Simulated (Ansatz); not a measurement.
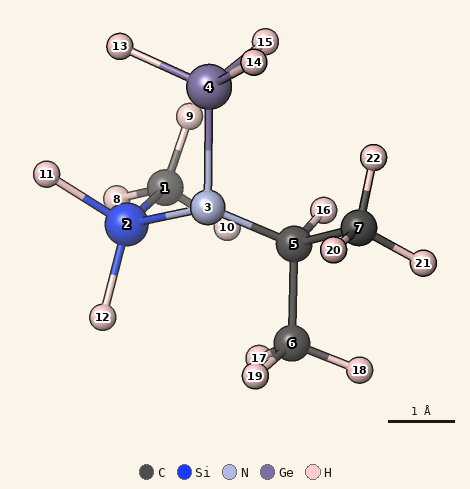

*The structure as given in the input (ball-and-stick view, seen at a tilt; atoms are numbered from 1 in the order of the input). Sticks mark near contacts.*

Geometry relaxation of C$_{4}$H$_{15}$GeNSi (part 1 of 3)

System: C$_{4}$H$_{15}$GeNSi, SMILES C[SiH2][N]([GeH3])C(C)C.
Method: RKS PBE-D4/def2-SVP (Ansatz 0.2.0).

The geometry: force-field start. Figures and captions count atoms from 1; the log counts them from 0 in places.

### Log
```
Functional definition: PBE
  name "PBE"
  cite "Perdew, Burke & Ernzerhof, Phys. Rev. Lett. 77, 3865 (1996) doi:10.1103/PhysRevLett.77.3865"
  parent pbe
  parameter kappa = 0.804
  parameter beta = 0.06672455060314922
  exchange = pbe_x(kappa = kappa, mu = beta*pi^2/3)
  correlation = pbe_c(beta = beta)
2221 factors; their error is unknown
mean field evaluation 1: about -70223.8764 eV, gradient 9.2e1 eV
mean field evaluation 2: about -70156.8953 eV, gradient 1.8e2 eV
mean field evaluation 4: about -70243.4582 eV, gradient 1.3e1 eV
mean field evaluation 8: about -70243.8733 eV, gradient 3.1e-1 eV
mean field evaluation 16: about -70243.7408 eV, gradient 1.4e-3 eV
mean field -70243.74079021 eV, -2581.4098611227 hartree, gradient 4.0e-5 eV, S^2 0.000000; 0 other end points of the search recorded, 0 dependent functions left out
the calculation of the forces begins
reference -70243.74083645 eV, -2581.4098628219 hartree; 46, 46 occupied and 149, 149 virtual orbitals, 2221 factors
relax step   1: F+E_penalty+E_count = -70244.36850172 eV  Δ(F+E_penalty+E_count) = +0.000e0 eV  max|allowed force component| = 3.284e0 eV/Å  Δτ_max = 0.0000 Å  (31 SCF iters, accepted)
these checks for a lower state are left out or cut short: starts, cluster_reference, orbital_swaps, neighbouring_geometries, increment
2221 factors; their error is unknown
mean field -70244.20051499 eV, -2581.4267556968 hartree, gradient 9.8e-6 eV, S^2 0.000000; 0 other end points of the search recorded, 0 dependent functions left out
[... from here on the field's lines of each further geometry are left out, up to the last ...]
relax step   2: F+E_penalty+E_count = -70244.82013528 eV  Δ(F+E_penalty+E_count) = -4.516e-1 eV  max|allowed force component| = 8.597e-1 eV/Å  Δτ_max = 0.1845 Å  (30 SCF iters, accepted)
relax step   3: F+E_penalty+E_count = -70244.89623960 eV  Δ(F+E_penalty+E_count) = -7.610e-2 eV  max|allowed force component| = 3.084e-1 eV/Å  Δτ_max = 0.1270 Å  (30 SCF iters, accepted)
relax step   4: F+E_penalty+E_count = -70244.92402400 eV  Δ(F+E_penalty+E_count) = -2.778e-2 eV  max|allowed force component| = 3.400e-1 eV/Å  Δτ_max = 0.2000 Å  (30 SCF iters, accepted)
relax step   5: F+E_penalty+E_count = -70244.94663832 eV  Δ(F+E_penalty+E_count) = -2.261e-2 eV  max|allowed force component| = 2.683e-1 eV/Å  Δτ_max = 0.1243 Å  (31 SCF iters, accepted)
relax step   6: F+E_penalty+E_count = -70244.95745078 eV  Δ(F+E_penalty+E_count) = -1.081e-2 eV  max|allowed force component| = 1.771e-1 eV/Å  Δτ_max = 0.1950 Å  (30 SCF iters, accepted)
relax step   7: F+E_penalty+E_count = -70244.96285214 eV  Δ(F+E_penalty+E_count) = -5.401e-3 eV  max|allowed force component| = 1.583e-1 eV/Å  Δτ_max = 0.0982 Å  (31 SCF iters, accepted)
relax step   8: F+E_penalty+E_count = -70244.96751545 eV  Δ(F+E_penalty+E_count) = -4.663e-3 eV  max|allowed force component| = 1.048e-1 eV/Å  Δτ_max = 0.0998 Å  (31 SCF iters, accepted)
relax step   9: F+E_penalty+E_count = -70244.97016088 eV  Δ(F+E_penalty+E_count) = -2.645e-3 eV  max|allowed force component| = 4.768e-2 eV/Å  Δτ_max = 0.0625 Å  (31 SCF iters, accepted)
relax step  10: F+E_penalty+E_count = -70244.97217822 eV  Δ(F+E_penalty+E_count) = -2.017e-3 eV  max|allowed force component| = 4.914e-2 eV/Å  Δτ_max = 0.0708 Å  (31 SCF iters, accepted)
relax step  11: F+E_penalty+E_count = -70244.97518772 eV  Δ(F+E_penalty+E_count) = -3.010e-3 eV  max|allowed force component| = 9.623e-2 eV/Å  Δτ_max = 0.1423 Å  (29 SCF iters, accepted)
relax step  12: F+E_penalty+E_count = -70244.97725183 eV  Δ(F+E_penalty+E_count) = -2.064e-3 eV  max|allowed force component| = 1.269e-1 eV/Å  Δτ_max = 0.0745 Å  (31 SCF iters, accepted)
relax step  13: F+E_penalty+E_count = -70244.98057462 eV  Δ(F+E_penalty+E_count) = -3.323e-3 eV  max|allowed force component| = 1.503e-1 eV/Å  Δτ_max = 0.0948 Å  (31 SCF iters, accepted)
relax step  14: F+E_penalty+E_count = -70244.98351292 eV  Δ(F+E_penalty+E_count) = -2.938e-3 eV  max|allowed force component| = 1.549e-1 eV/Å  Δτ_max = 0.0960 Å  (31 SCF iters, accepted)
relax step  15: F+E_penalty+E_count = -70244.98615506 eV  Δ(F+E_penalty+E_count) = -2.642e-3 eV  max|allowed force component| = 1.803e-1 eV/Å  Δτ_max = 0.1055 Å  (29 SCF iters, accepted)
relax step  16: F+E_penalty+E_count = -70244.98950952 eV  Δ(F+E_penalty+E_count) = -3.354e-3 eV  max|allowed force component| = 1.571e-1 eV/Å  Δτ_max = 0.0512 Å  (31 SCF iters, accepted)
relax step  17: F+E_penalty+E_count = -70244.99420107 eV  Δ(F+E_penalty+E_count) = -4.692e-3 eV  max|allowed force component| = 1.107e-1 eV/Å  Δτ_max = 0.0745 Å  (30 SCF iters, accepted)
relax step  18: F+E_penalty+E_count = -70245.00164430 eV  Δ(F+E_penalty+E_count) = -7.443e-3 eV  max|allowed force component| = 1.149e-1 eV/Å  Δτ_max = 0.1914 Å  (29 SCF iters, accepted)
relax step  19: F+E_penalty+E_count = -70245.00664913 eV  Δ(F+E_penalty+E_count) = -5.005e-3 eV  max|allowed force component| = 1.987e-1 eV/Å  Δτ_max = 0.1945 Å  (29 SCF iters, accepted)
relax step  20: F+E_penalty+E_count = -70245.01558412 eV  Δ(F+E_penalty+E_count) = -8.935e-3 eV  max|allowed force component| = 1.346e-1 eV/Å  Δτ_max = 0.0767 Å  (31 SCF iters, accepted)
relax step  21: F+E_penalty+E_count = -70245.03223460 eV  Δ(F+E_penalty+E_count) = -1.665e-2 eV  max|allowed force component| = 1.089e-1 eV/Å  Δτ_max = 0.1920 Å  (29 SCF iters, accepted)
relax step  22: F+E_penalty+E_count = -70245.04381845 eV  Δ(F+E_penalty+E_count) = -1.158e-2 eV  max|allowed force component| = 1.611e-1 eV/Å  Δτ_max = 0.1966 Å  (29 SCF iters, accepted)
relax step  23: F+E_penalty+E_count = -70245.04964963 eV  Δ(F+E_penalty+E_count) = -5.831e-3 eV  max|allowed force component| = 1.608e-1 eV/Å  Δτ_max = 0.0875 Å  (31 SCF iters, accepted)
relax step  24: F+E_penalty+E_count = -70245.05487023 eV  Δ(F+E_penalty+E_count) = -5.221e-3 eV  max|allowed force component| = 6.989e-2 eV/Å  Δτ_max = 0.0537 Å  (31 SCF iters, accepted)
relax step  25: F+E_penalty+E_count = -70245.05667831 eV  Δ(F+E_penalty+E_count) = -1.808e-3 eV  max|allowed force component| = 4.095e-2 eV/Å  Δτ_max = 0.0530 Å  (31 SCF iters, accepted)
the calculation of the forces begins
reference -70244.45267800 eV, -2581.4360225162 hartree; 46, 46 occupied and 149, 149 virtual orbitals, 2221 factors
relax step  26: F+E_penalty+E_count = -70245.05695217 eV  Δ(F+E_penalty+E_count) = -2.739e-4 eV  max|allowed force component| = 1.871e-2 eV/Å  Δτ_max = 0.0241 Å  (32 SCF iters, accepted)
```

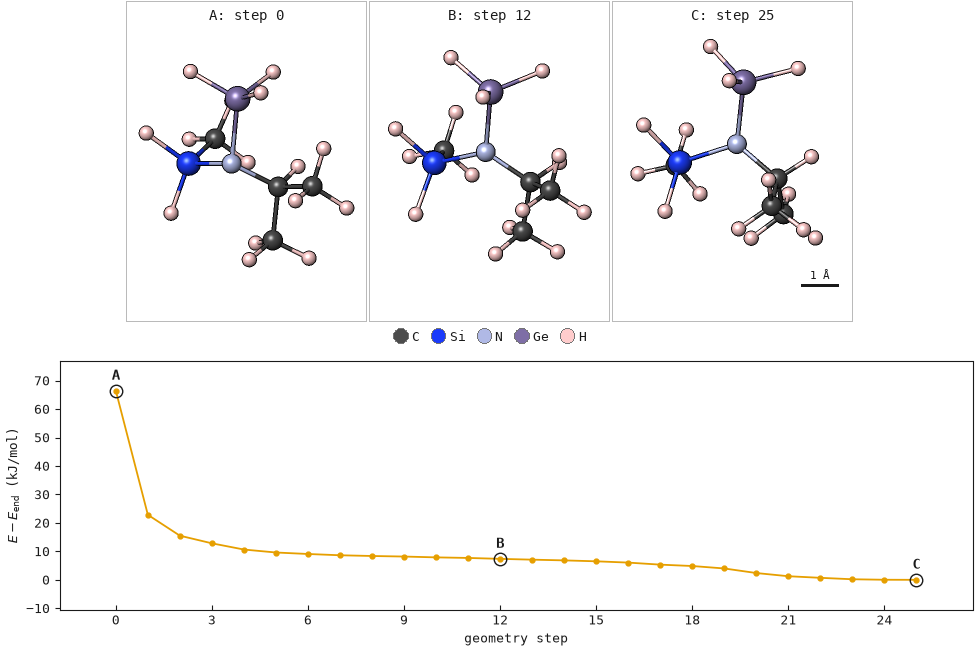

*Frames of the relaxation (ball-and-stick view, seen at a tilt) above the curves, on which the letters mark them (the first geometry is step 0 here and step 1 in the log).*

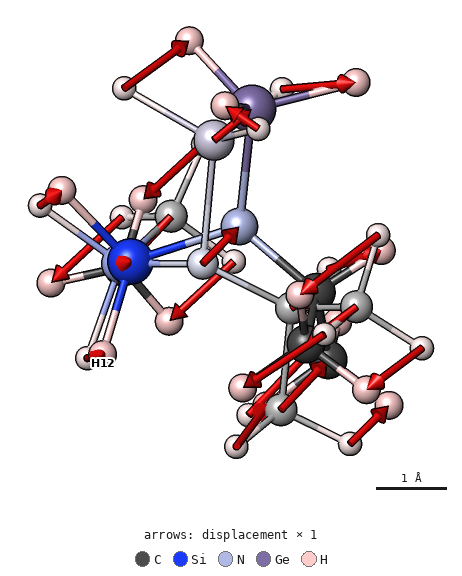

*Start (faint) and end (solid) with the displacements as red arrows, at true length (ball-and-stick view, seen at a tilt). The two geometries are laid on each other by the best rigid fit.*

Over 25 geometry steps the energy falls by 66.4 kJ/mol. The largest force component goes from 3.3 to 0.019 eV/Å. H17 moves most after the best rigid fit: 1.95 Å. By element the largest moves are H 1.95 Å, C 1.16 Å, N 0.86 Å, Ge 0.74 Å, Si 0.36 Å. Among the contacts that change: Ge4–H15 1.624 → 1.555 Å, C7–H20 1.044 → 1.110 Å, C1–Si2 1.825 → 1.889 Å, C1–H10 1.161 → 1.108 Å. Among the angles that change: Si2–N3–Ge4 106.2° → 119.3°, Si2–N3–C5 114.6° → 122.7°, H13–Ge4–H15 104.5° → 111.3°. (Atoms are counted from 1 in the order of the input.)

```
2221 factors; their error is unknown
mean field -70244.45262957 eV, -2581.4360207368 hartree, gradient 2.0e-5 eV, S^2 0.000000; 1 other end points of the search recorded, 0 dependent functions left out
the calculation of the forces begins
reference -70244.45267800 eV, -2581.4360225162 hartree; 46, 46 occupied and 149, 149 virtual orbitals, 2221 factors
Total energy: -70245.05700059 eV, -2581.4582309619 hartree
Atom 0 at    -0.824035    -2.167077    -1.617312 Å, force    -0.001756     0.000333    -0.006006 eV/Å
Atom 1 at     0.534517    -1.444393    -0.522453 Å, force     0.006205    -0.008635     0.018715 eV/Å
Atom 2 at    -0.021500    -0.210787     0.608905 Å, force     0.008769    -0.013189    -0.005301 eV/Å
Atom 3 at    -0.114903    -0.614182     2.425690 Å, force     0.001908     0.001126     0.002855 eV/Å
Atom 4 at    -0.128673     1.218455     0.243831 Å, force    -0.008336     0.017934     0.005193 eV/Å
Atom 5 at    -0.792098     1.403290    -1.126074 Å, force    -0.000447     0.001099    -0.004257 eV/Å
Atom 6 at     1.226955     1.939074     0.312680 Å, force     0.004216     0.000331     0.003317 eV/Å
Atom 7 at    -0.418870    -2.999285    -2.230274 Å, force    -0.000489     0.000557    -0.000745 eV/Å
Atom 8 at    -1.651912    -2.565778    -0.996499 Å, force    -0.000686     0.000635     0.003387 eV/Å
Atom 9 at    -1.244973    -1.407081    -2.304818 Å, force    -0.005119     0.001945    -0.005512 eV/Å
Atom 10 at     1.107795    -2.552428     0.323620 Å, force     0.001540    -0.004121     0.005545 eV/Å
Atom 11 at     1.640855    -0.913320    -1.403526 Å, force    -0.001976     0.006679    -0.010115 eV/Å
Atom 12 at    -0.553381    -2.093000     2.575397 Å, force    -0.001146     0.001117    -0.002720 eV/Å
Atom 13 at     1.240538    -0.405573     3.169562 Å, force     0.000047     0.002250     0.000692 eV/Å
Atom 14 at    -1.170955     0.351039     3.033858 Å, force    -0.005073    -0.004254    -0.003058 eV/Å
Atom 15 at    -0.800735     1.697660     0.994006 Å, force    -0.001075     0.002191     0.002835 eV/Å
Atom 16 at    -1.782958     0.908947    -1.157837 Å, force    -0.003762    -0.002399     0.001143 eV/Å
Atom 17 at    -0.931373     2.479438    -1.352975 Å, force     0.001171     0.000869     0.003771 eV/Å
Atom 18 at    -0.163447     0.978792    -1.937891 Å, force     0.002742    -0.004309    -0.005382 eV/Å
Atom 19 at     1.934732     1.513624    -0.428568 Å, force     0.003340    -0.002366    -0.004404 eV/Å
Atom 20 at     1.120433     3.023577     0.102580 Å, force    -0.000073     0.001063     0.000419 eV/Å
Atom 21 at     1.684589     1.829308     1.316798 Å, force    -0.000000     0.001144    -0.000374 eV/Å
Dipole moment:    -0.129966     0.135021    -0.068204 e Å
```

### Trajectory as extended XYZ (Å, eV, eV/Å), 26 frames, from step=1 to step=26
```
22
Properties=species:S:1:pos:R:3:forces:R:3 step=1 energy=-70244.36850
C    -1.4524   -1.9522   -0.8338   -1.8747   2.3336   0.9459
Si    0.3484   -1.6610   -0.7662    0.8400   0.6564   0.3073
N     0.7596   -0.2321    0.2511    0.0098  -1.1763  -0.1608
Ge    0.5087   -0.7673    2.0267   -1.5469   0.6360   0.2704
C     0.0407    0.9925   -0.1009    0.6903   1.6212   0.4457
C     0.2820    1.4309   -1.5514   -0.0319  -0.1141   0.1420
C     0.4983    2.1800    0.8174   -3.2835   0.0083  -0.8056
H    -1.6828   -2.7973   -1.4511   -0.4744  -1.1169  -0.5334
H    -1.9024   -2.0197    0.2205    0.4112  -0.2653  -1.0946
H    -1.9756   -1.0275   -1.3022    0.5699  -1.1182   0.4437
H     0.9680   -2.8755   -0.2066    0.4173  -0.3315   0.3145
H     0.8972   -1.4638   -2.1087    0.2534   0.0770  -0.7438
H     0.8839   -2.2012    2.2479    0.4576  -0.7867  -0.0239
H     1.1652    0.1505    3.0427    0.3589   0.3007   0.2697
H    -1.0901   -0.7164    2.3099    0.7023   0.0854  -0.0453
H    -1.0470    0.8744    0.0787   -0.3785   0.0140  -0.0954
H    -0.2021    0.7438   -2.2537   -0.0885  -0.3052  -0.4236
H    -0.1610    2.4358   -1.7396    0.1962  -0.1717   0.0807
H     1.3746    1.4338   -1.7606   -0.1469   0.1257  -0.0382
H     1.5355    2.3017    0.8218    2.4300   0.2318  -0.0979
H    -0.0044    3.1376    0.4449    0.5085  -0.8085   0.4386
H     0.1463    2.0033    1.8419   -0.0201   0.1044   0.4040
22
Properties=species:S:1:pos:R:3:forces:R:3 step=2 energy=-70244.82014
C    -1.4946   -1.9602   -0.9351   -0.8597   0.6632   0.2292
Si    0.3328   -1.6332   -0.8082    0.5845   0.3366   0.5182
N     0.6748   -0.2535    0.3011   -0.1771  -0.4819  -0.1590
Ge    0.4575   -0.7236    2.1100   -0.1452   0.0245   0.0058
C     0.0284    1.0268   -0.0597    0.0823   0.4464   0.0729
C     0.2692    1.3574   -1.5445   -0.0013   0.2825   0.2778
C     0.5049    2.1897    0.8550   -0.8442  -0.0891  -0.5539
H    -1.7131   -2.8384   -1.5561   -0.1108  -0.3330  -0.1547
H    -1.9459   -2.0994    0.0823    0.1645  -0.0818  -0.3540
H    -2.0304   -1.0820   -1.3927    0.2369  -0.3751   0.1443
H     1.0246   -2.8257   -0.2221    0.0569  -0.0765   0.0603
H     0.9045   -1.4013   -2.1681    0.1041   0.0304  -0.1507
H     0.9761   -2.1680    2.2740   -0.0303  -0.0759   0.0040
H     1.2330    0.2088    3.0721    0.0776   0.0364  -0.0389
H    -1.0728   -0.6138    2.4623    0.1595  -0.0514   0.0413
H    -1.0773    0.9549    0.0918   -0.1326   0.0004  -0.0313
H    -0.1974    0.6267   -2.2328   -0.0193  -0.0398   0.0209
H    -0.1646    2.3508   -1.7845    0.0603  -0.0398  -0.0097
H     1.3584    1.3778   -1.7536   -0.0089   0.0302  -0.0434
H     1.5906    2.2898    0.8097    0.5894   0.0715   0.0065
H     0.0331    3.1467    0.5197    0.1713  -0.2417   0.0815
H     0.1986    2.0400    1.9081    0.0420  -0.0360   0.0328
22
Properties=species:S:1:pos:R:3:forces:R:3 step=3 energy=-70244.89624
C    -1.5154   -2.0089   -0.9850   -0.0614  -0.2096  -0.0549
Si    0.3288   -1.6509   -0.7786    0.1473   0.3084   0.1972
N     0.5974   -0.2575    0.3228   -0.2200  -0.2082  -0.1944
Ge    0.4442   -0.7197    2.1436    0.2059   0.0078  -0.0399
C    -0.0061    1.0535   -0.0517    0.0244   0.1856  -0.0032
C     0.2545    1.4045   -1.5255   -0.0347  -0.1321   0.0221
C     0.5228    2.1998    0.8288    0.0900  -0.2051   0.0387
H    -1.7027   -2.9057   -1.6153    0.0496   0.0583   0.0246
H    -1.9884   -2.1874    0.0013   -0.0028  -0.0223   0.0521
H    -2.0450   -1.1570   -1.4517   -0.0106   0.0944  -0.0588
H     1.0368   -2.8295   -0.1600   -0.0676   0.0589  -0.0074
H     0.9432   -1.4135   -2.1342    0.0144   0.0200   0.0474
H     0.9548   -2.1813    2.2864   -0.0568   0.1084  -0.0172
H     1.3005    0.2200    3.0455   -0.0609  -0.0792  -0.0884
H    -1.0496   -0.6250    2.5787   -0.0350   0.0251   0.0729
H    -1.1217    1.0253    0.0884    0.0928  -0.0391   0.0000
H    -0.2286    0.6906   -2.2243    0.0246   0.0163   0.0070
H    -0.1475    2.4117   -1.7568   -0.0041  -0.0319   0.0220
H     1.3431    1.4046   -1.7384    0.0084  -0.0026   0.0018
H     1.6331    2.2631    0.7551   -0.1617  -0.0048   0.0406
H     0.0886    3.1640    0.5034   -0.0083   0.0495  -0.0346
H     0.2476    2.0695    1.8963    0.0664   0.0022  -0.0273
22
Properties=species:S:1:pos:R:3:forces:R:3 step=4 energy=-70244.92402
C    -1.4997   -2.0423   -1.0654   -0.0122   0.0091  -0.0853
Si    0.3168   -1.6163   -0.7500    0.0417  -0.3400  -0.1293
N     0.5061   -0.2480    0.3318   -0.1682   0.1938   0.3088
Ge    0.4483   -0.6938    2.1581    0.0371   0.0451  -0.0098
C    -0.0530    1.0775   -0.0384    0.0921  -0.0738   0.0930
C     0.1972    1.3862   -1.5167   -0.0242   0.0423  -0.0135
C     0.5505    2.1809    0.8343   -0.0275   0.0704  -0.0430
H    -1.6121   -2.9292   -1.7233    0.0144   0.0186  -0.0025
H    -2.0288   -2.2509   -0.1120    0.0379   0.0063  -0.0131
H    -2.0111   -1.1879   -1.5547   -0.0566  -0.0211  -0.0161
H     0.9951   -2.7582   -0.0508    0.0056  -0.0917  -0.0443
H     1.0333   -1.3972   -2.0540   -0.0321   0.0194  -0.0589
H     0.8883   -2.1716    2.2661   -0.0216   0.0010   0.0337
H     1.4095    0.2074    2.9696    0.0618   0.0060   0.0459
H    -0.9935   -0.5103    2.7326    0.0108   0.0129  -0.0277
H    -1.1631    1.0895    0.1252    0.0353  -0.0192   0.0058
H    -0.3285    0.6830   -2.1946    0.0117   0.0032   0.0020
H    -0.1656    2.4052   -1.7540   -0.0129   0.0174  -0.0386
H     1.2812    1.3366   -1.7441    0.0096   0.0094  -0.0163
H     1.6536    2.2007    0.7221    0.0163   0.0082  -0.0050
H     0.1443    3.1667    0.5374    0.0032   0.0709   0.0107
H     0.3221    2.0424    1.9097   -0.0223   0.0119   0.0035
22
Properties=species:S:1:pos:R:3:forces:R:3 step=5 energy=-70244.94664
C    -1.4994   -2.0662   -1.1251    0.0476  -0.0092   0.0204
Si    0.3062   -1.6213   -0.7412   -0.0665  -0.1974  -0.1798
N     0.4612   -0.2526    0.3569   -0.0404   0.0956   0.2683
Ge    0.4702   -0.6705    2.1922   -0.0701   0.0686  -0.0344
C    -0.0650    1.0857   -0.0204   -0.0138  -0.1251   0.0161
C     0.1798    1.3763   -1.5043   -0.0020   0.0522  -0.0191
C     0.5562    2.1926    0.8357    0.0548   0.0264  -0.0049
H    -1.5740   -2.9427   -1.8047    0.0337   0.0536   0.0320
H    -2.0464   -2.3082   -0.1888    0.0160   0.0141  -0.0483
H    -2.0175   -1.2137   -1.6112   -0.0298  -0.0192  -0.0008
H     0.9758   -2.7803   -0.0577    0.0010  -0.0164  -0.0062
H     1.0280   -1.3766   -2.0417    0.0088   0.0059   0.0204
H     0.8431   -2.1657    2.3147   -0.0080  -0.0086  -0.0048
H     1.5041    0.1903    2.9684    0.0011  -0.0118  -0.0258
H    -0.9492   -0.4228    2.8090    0.0899   0.0185  -0.0317
H    -1.1737    1.1148    0.1463    0.0215   0.0059   0.0127
H    -0.3479    0.6645   -2.1719    0.0098   0.0139   0.0140
H    -0.1839    2.3924   -1.7553   -0.0094   0.0032  -0.0184
H     1.2632    1.3246   -1.7376   -0.0089   0.0060  -0.0069
H     1.6601    2.1936    0.7204   -0.0020   0.0144  -0.0073
H     0.1675    3.1843    0.5302   -0.0011   0.0072   0.0028
H     0.3321    2.0719    1.9147   -0.0320   0.0022   0.0017
```
